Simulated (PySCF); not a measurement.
System: C$_{4}$H$_{8}$OPSi (doublet).

| atom | x (Å) | y (Å) | z (Å) |
| --- | --- | --- | --- |
| P | 3.0043 | 0.2784 | -0.2516 |
| Si | 0.9726 | -0.0464 | 0.6568 |
| C | -0.0867 | -1.2253 | -0.2711 |
| C | -1.4313 | -0.7977 | -0.7142 |
| C | -1.8352 | 0.6010 | -0.3648 |
| C | -1.0729 | 1.5352 | 0.1839 |
| O | 0.2152 | 1.4063 | 0.5517 |
| H | 3.5430 | 0.8383 | 0.8933 |
| H | 3.4390 | -0.9881 | 0.0930 |
| H | 1.0469 | -0.3507 | 2.0975 |
| H | 0.2013 | -2.2279 | -0.5448 |
| H | -1.5144 | -0.9185 | -1.8064 |
| H | -2.1834 | -1.4909 | -0.3047 |
| H | -2.8513 | 0.8629 | -0.6185 |
| H | -1.4516 | 2.5315 | 0.3779 |

Geometry: GFN2-xTB.

Theory: UKS B3LYP, pcH-1 on C H O P Si, non-relativistic, mean-field spin-orbit, GIAO in PySCF.

**What will maps of the electron density, electron localisation function and spin density show?**

C–C (1.32 Å): ρ at the midpoint is about 2.4 e/Å³; the ELF peaks at about 0.95 between the atoms (a multiple bond).
C–O (1.35 Å): ρ is about 2.3 e/Å³ halfway, with its minimum of 2 e/Å³ about 0.5 Å from C; the ELF peaks at about 0.90 between the atoms, as expected for a polar covalent bond.
C–H (1.08 Å): ρ is about 2 e/Å³ halfway; the ELF climbs to about 1 towards the hydrogen, as it does in any bond to H (a covalent bond by its length).
The unpaired spin (1 electron) lies mostly on C3 (about 0.7), in electrons by Hirshfeld's partition.

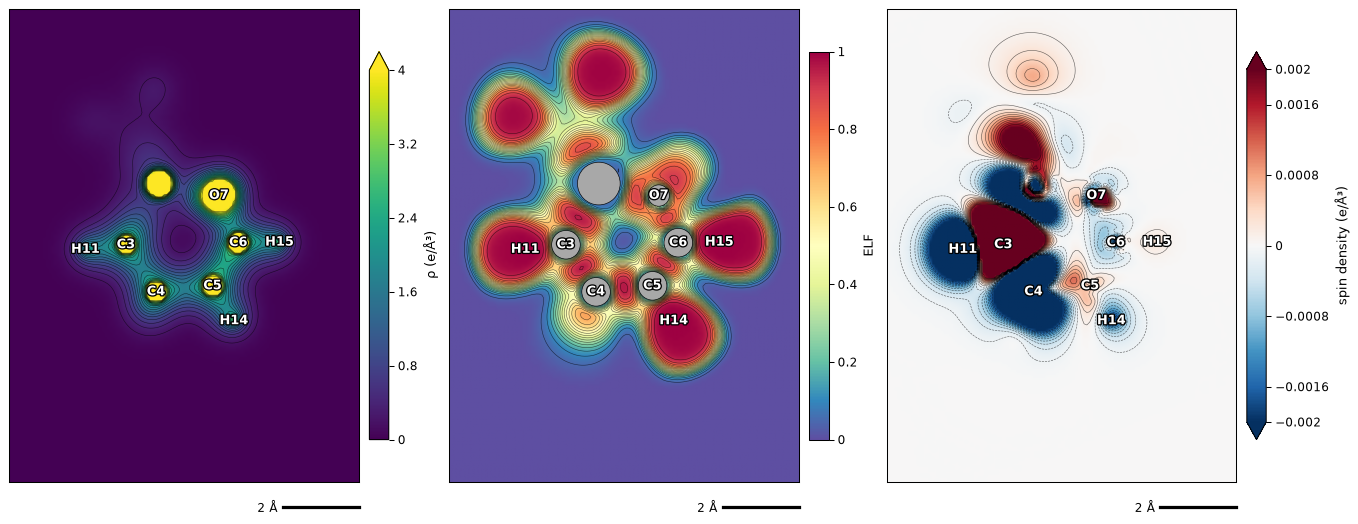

Computed electron density, electron localisation function and spin density on the plane of atoms C4, C5 and H14, in this order. Grey discs cover the atomic cores in the ELF map. 
